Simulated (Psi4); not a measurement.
**C2H3Cl2F (1,1-dichloro-1-fluoroethane) at CCSD(T)/6-31G(d) (spherical functions)**

What is the energy change on altering one bond length of C2H3Cl2F (1,1-dichloro-1-fluoroethane) at CCSD(T)/6-31G* (spherical functions)? 

The results are computed with Psi4 1.11.

15 further runs of the same task are left out: 15 that didn't finish.

### 1 Starting point

The species is C2H3Cl2F (8 atoms), meant as a singlet with charge 0. SMILES: `CC(F)(Cl)Cl`. The shape is that of a PBE0-D4/def2-TZVP optimisation.

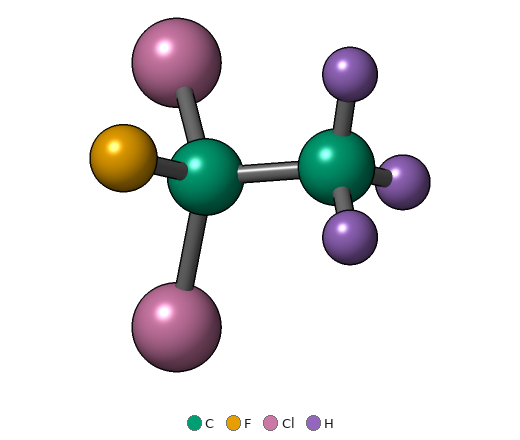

The structure, seen from a chosen angle (carbon teal, fluorine amber, chlorine pink, hydrogen purple).

### 2 The energy at CCSD(T)/6-31G(d) (spherical functions)

calc.dat reads:

```
memory 1600 MB

molecule {
  0 1
  C     -0.133500    -0.505900     0.646300
  C      0.199400     0.391300    -0.511300
  F      1.523600     0.643200    -0.537400
  Cl    -0.232400    -0.372700    -2.055900
  Cl    -0.641100     1.950200    -0.373000
  H      0.163400    -0.011800     1.572000
  H      0.414900    -1.442000     0.535900
  H     -1.202100    -0.709300     0.667600
  symmetry c1
}

set puream true
set e_convergence 1e-09
set d_convergence 1e-08
set scf_type pk
set num_frozen_docc 13

energy("ccsd(t)/6-31G*")
print_variables()
```

Command:

```console
psi4 -n 1 calc.dat calc.out
```

calc.out (excerpt; [...] marks lines left out):

```text
[...]
  Running in c1 symmetry.
[...]
  Nuclear repulsion =  300.005224811808034
[...]
  Multiplicity = 1
[...]
  Nalpha       = 29
  Nbeta        = 29
[...]
    Number of basis functions: 84
[...]
   @RHF iter   1: -1095.74649799849317   -2.63958e-01   5.62627e-03 ADIIS/DIIS
[...]
   @RHF iter  12: -1095.86793758208751   -1.59162e-12   3.25885e-09 DIIS
[...]
    Orbital Energies [Eh]
    ---------------------
    Doubly Occupied:
       1A   -104.835331     2A   -104.835315     3A    -26.333167
       4A    -11.459302     5A    -11.258402     6A    -10.576026
       7A    -10.576007     8A     -8.044489     9A     -8.044480
      10A     -8.040908    11A     -8.040902    12A     -8.040867
      13A     -8.040862    14A     -1.659590    15A     -1.206977
      16A     -1.111202    17A     -1.032432    18A     -0.860426
      19A     -0.736588    20A     -0.735218    21A     -0.715838
      22A     -0.621086    23A     -0.590776    24A     -0.579472
      25A     -0.536316    26A     -0.495327    27A     -0.471287
      28A     -0.471019    29A     -0.451083
[...]
  @RHF Final Energy: -1095.86793758208751
   => Energetics <=
    Nuclear Repulsion Energy =            300.0052248118080342
    One-Electron Energy =               -2110.9449373208021825
    Two-Electron Energy =                 715.0717749269065280
    Total Energy =                      -1095.8679375820875066
[...]
 Multipole Moments:
 ------------------------------------------------------------------------------------
     Multipole            Electronic (a.u.)      Nuclear  (a.u.)        Total (a.u.)
 ------------------------------------------------------------------------------------
 L = 1.  Multiply by 2.5417464519 to convert [e a0] to [Debye]
 Dipole X            :          0.9818513           -1.2219839           -0.2401326
 Dipole Y            :          3.5739147           -4.0997213           -0.5258067
 Dipole Z            :         -4.6946905            5.3622794            0.6675888
 Magnitude           :                                                    0.8830692
[...]
      * MP2 total energy                      = -1096.557252539736510
[...]
      * CCSD total energy                     = -1096.599035465400902
[...]
      * CCSD(T) total energy                  = -1096.619380052098222
[...]
```

It took 21 s on 1 thread of Intel Xeon 6975P-C (Granite Rapids), shared host; peak memory 0.47 GiB.

### 3 The distorted shape at the same level

calc.py reads:

```python
import psi4

psi4.set_memory(1600000000)
psi4.set_num_threads(1)
psi4.core.set_output_file('run.log', False)

m = psi4.geometry("""
C      0.875116    -2.376610     0.480337
C      1.208016    -1.479410    -0.677263
F      2.532216    -1.227510    -0.703363
Cl     0.776216    -2.243410    -2.221863
Cl    -0.641100     1.950200    -0.373000
H      1.172016    -1.882510     1.406037
H      1.423516    -3.312710     0.369937
H     -0.193484    -2.580010     0.501637
symmetry c1
""")

psi4.set_options({
    'basis': '6-31G*',
    'puream': True,
    'e_convergence': 1e-09,
    'd_convergence': 1e-08,
    'scf_type': 'pk',
    'num_frozen_docc': 13,
})

E = psi4.energy('ccsd(t)')
print(f'ccsd(t) energy: {E:.10f} Eh')
```

Command:

```console
python calc.py
```

run.log (excerpt; [...] marks lines left out):

```text
[...]
  Running in c1 symmetry.
[...]
  Nuclear repulsion =  236.998639948474562
[...]
  Multiplicity = 1
[...]
  Nalpha       = 29
  Nbeta        = 29
[...]
    Number of basis functions: 84
[...]
   @RHF iter   1: -1095.43470415620482   -6.63004e-01   6.95880e-03 DIIS/ADIIS
[...]
   @RHF iter  18: -1095.66398828195884   -1.20508e-11   9.87619e-09 DIIS
[...]
    Orbital Energies [Eh]
    ---------------------
    Doubly Occupied:
       1A   -104.940584     2A   -104.703694     3A    -26.450683
       4A    -11.586510     5A    -11.338905     6A    -10.678804
       7A    -10.435586     8A     -8.147134     9A     -8.143441
      10A     -8.142979    11A     -7.903491    12A     -7.901609
      13A     -7.901606    14A     -1.758266    15A     -1.257750
      16A     -1.121790    17A     -0.948709    18A     -0.923370
      19A     -0.829195    20A     -0.808588    21A     -0.785318
      22A     -0.683671    23A     -0.660472    24A     -0.639496
      25A     -0.569675    26A     -0.560106    27A     -0.341402
      28A     -0.341323    29A     -0.305368
[...]
  @RHF Final Energy: -1095.66398828195884
   => Energetics <=
    Nuclear Repulsion Energy =            236.9986399484745618
    One-Electron Energy =               -1983.7062088082507216
    Two-Electron Energy =                 651.0435805778173517
    Total Energy =                      -1095.6639882819586092
[...]
 Multipole Moments:
 ------------------------------------------------------------------------------------
     Multipole            Electronic (a.u.)      Nuclear  (a.u.)        Total (a.u.)
 ------------------------------------------------------------------------------------
 L = 1.  Multiply by 2.5417464519 to convert [e a0] to [Debye]
 Dipole X            :          1.9896825           -0.2870482            1.7026343
 Dipole Y            :          1.2150306           -5.8337743           -4.6187436
 Dipole Z            :         -5.0893728            5.2084401            0.1190673
 Magnitude           :                                                    4.9240160
[...]
      * MP2 total energy                      = -1096.385732133956935
[...]
      * CCSD total energy                     = -1096.441276721558552
[...]
      * CCSD(T) total energy                  = -1096.558285556685860
```

The script printed:

```text
ccsd(t) energy: -1096.5582855567 Eh
```

It took 39 s on 1 thread of Intel Xeon 6975P-C (Granite Rapids), shared host; peak memory 0.47 GiB.

### 4 Summary of results

At CCSD(T)/6-31G* (spherical functions), 13 core orbitals frozen:

```
                                                          quantity           value
                                         first shape: total energy  -1096.61938 Eh
                  first shape: HOMO energy (Hartree–Fock orbitals)       -12.27 eV
                  first shape: LUMO energy (Hartree–Fock orbitals)         4.10 eV
                first shape: HOMO–LUMO gap (Hartree–Fock orbitals)        16.37 eV
         first shape: correlation energy (13 core orbitals frozen)      -751.4 mEh
                                       first shape: (T) correction      -20.34 mEh
                                        first shape: T1 diagnostic           0.010
                                     distorted shape: total energy  -1096.55829 Eh
              distorted shape: HOMO energy (Hartree–Fock orbitals)        -8.31 eV
              distorted shape: LUMO energy (Hartree–Fock orbitals)        -3.47 eV
            distorted shape: HOMO–LUMO gap (Hartree–Fock orbitals)         4.84 eV
     distorted shape: correlation energy (13 core orbitals frozen)      -894.3 mEh
                                   distorted shape: (T) correction     -117.01 mEh
                                    distorted shape: T1 diagnostic           0.095
energy change with the C2–Cl5 bond stretched from 1.776 to 3.908 Å        1.662 eV
```

One bond (distorted shape) is far stretched, which a spin-restricted single reference describes badly; perturbation theory on it can break down and give far too much correlation. With the C2–Cl5 bond stretched from 1.776 to 3.908 Å the energy rises by 1.66 eV (38 kcal/mol). The first shape isn't relaxed at this level, so the change isn't measured from a minimum. A restricted reference can't describe the breaking bond well at this length. The triples (first shape) make up 2.7 % of the correlation energy. The T1 diagnostic (distorted shape) of 0.095 is above the customary mark for such species, so a single reference may not serve. The triples (distorted shape) make up 13.1 % of the correlation energy.
